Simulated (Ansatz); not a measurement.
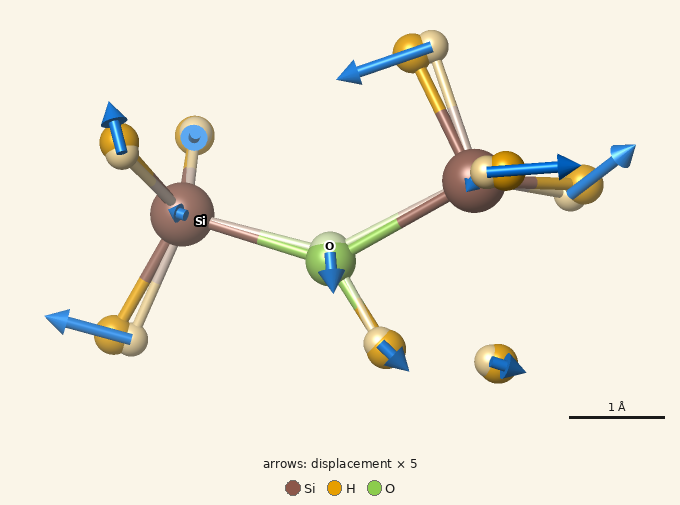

A constrained relaxation of Si₂H₈O. The starting structure is drawn faded, the final one solid; blue arrows show the displacements, 5 times their true length. The two geometries are superimposed by the best rigid fit.

Style: ball-and-stick. Shown at a tilt.

The reaction that was planned forms Si1–O7, H2–H6 and breaks Si1–H2, H6–O7 (atoms numbered from 1 in input order).

All numbers below come from RKS PBE0-D4/def2-SVP (Ansatz 0.2.0). Settings: held fixed: the distance between atoms 1 (Si) and 7 (O), the distance between atoms 2 (H) and 6 (H), the distance between atoms 1 (Si) and 2 (H), the distance between atoms 6 (H) and 7 (O), counting from 1; force threshold 0.04 eV/Å; at most 150 steps.

**Describe the change and its energy.**

An H atom moves most after the best rigid fit: 0.21 Å. By element the largest moves are H 0.21 Å, O 0.09 Å, Si 0.04 Å. Among the contacts that change: O–Si 1.641 → 1.719 Å, H–Si 1.450 → 1.489 Å, H–Si 1.488 → 1.521 Å. Bond angles that change, for instance: H–Si–H 131.9° → 116.3°, H–Si–O 110.2° → 118.3°, H–O–Si 135.3° → 141.0°. The energy falls by 0.281 eV in 5 accepted moves (6 points after the start). The largest force component goes from 0.9 to 0.0064 eV/Å. The line search rejected the trial step at point 4 of the run. The run took 8 s on 4 threads of Arm Neoverse V1 (shared host).
